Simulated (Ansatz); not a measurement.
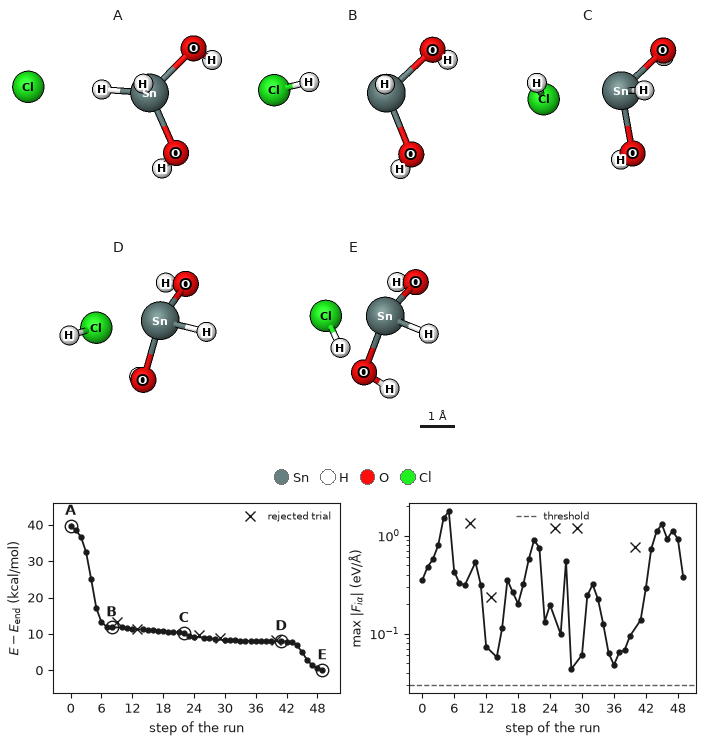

Frames of a relaxation of SnH$_{4}$O$_{2}$Cl (multiplicity 2), marked on the history of the run. A ball-and-stick model, seen at a tilt.

The run prepares an end point of a later path (reaction) calculation, from a guessed geometry.

The calculation used UKS B3LYP-D4/def2-SVP in Ansatz 0.2.0. Settings: collinear spin; force threshold 0.03 eV/Å; at most 50 steps.

Q: What happens along the run?

A: The relaxation stopped without meeting its thresholds, so the last structure isn't shown to be converged. It used up its limit of 50 steps. The largest move after the best rigid fit is that of the Cl atom, 1.89 Å. Largest moves by element: Cl 1.89 Å, H 1.61 Å, O 1.46 Å, Sn 0.75 Å. Some distances before and after: Cl–H 2.558 → 1.352 Å, H–Sn 1.738 → 2.832 Å, O–Sn 1.992 → 2.071 Å, H–Sn 1.708 → 1.762 Å. New bonds form, among them: Cl–H (2.56 → 1.35 Å). Bonds break, among them: H–Sn (1.74 → 2.83 Å). Among the angles between lasting bonds that change: O–Sn–O 107.2° → 101.5°, H–Sn–O 109.5° → 106.0°, Sn–O–H 112.2° → 109.7°. Groups turn about O–Sn by about 170°. After 44 accepted moves (49 points after the start) the energy has fallen by 39.7 kcal/mol. Largest force component: 0.35 eV/Å at the start, 0.38 eV/Å at the end. The line search rejected the trial steps at points 9, 13, 25, 29, 40 of the run. From step 0 to 8: an H atom moves most (0.96 Å), energy −27.9 kcal/mol. From step 8 to 22: the Cl atom moves most (1.17 Å), energy −1.58 kcal/mol. From step 22 to 41: an H atom moves most (0.96 Å), energy −2.23 kcal/mol. From step 41 to 49: an H atom moves most (1.04 Å), energy −7.99 kcal/mol.

```
step  E − E(0), kcal/mol  largest force component, eV/Å      note
   0                0.00                         0.3492          
   1               -1.22                         0.4779          
   2               -3.01                         0.5716          
   3               -7.20                         0.7955          
   4              -14.73                         1.4981          
   5              -22.63                         1.7642          
   6              -26.51                         0.4296          
   7              -27.68                         0.3260          
   8              -27.90                         0.3115          
   9              -26.31                         1.3565  rejected
  10              -27.92                         0.5344          
  12              -28.42                         0.0736          
  14              -28.48                         0.0575          
  16              -28.66                         0.3533          
  18              -28.85                         0.2020          
  20              -29.21                         0.5709          
  22              -29.49                         0.7534          
  24              -30.47                         0.1962          
  26              -30.75                         0.0986          
  28              -31.21                         0.0435          
  31              -31.46                         0.2448          
  33              -31.54                         0.2248          
  35              -31.63                         0.0631          
  37              -31.66                         0.0643          
  39              -31.67                         0.0944          
  41              -31.72                         0.1368          
  43              -32.01                         0.7322          
  45              -34.64                         1.3012          
  47              -38.33                         1.1148          
  49              -39.72                         0.3781
```

Limits of the set-up: the start holds two separate molecules, 2.6 Å apart at their closest, whose relative position is a soft coordinate.
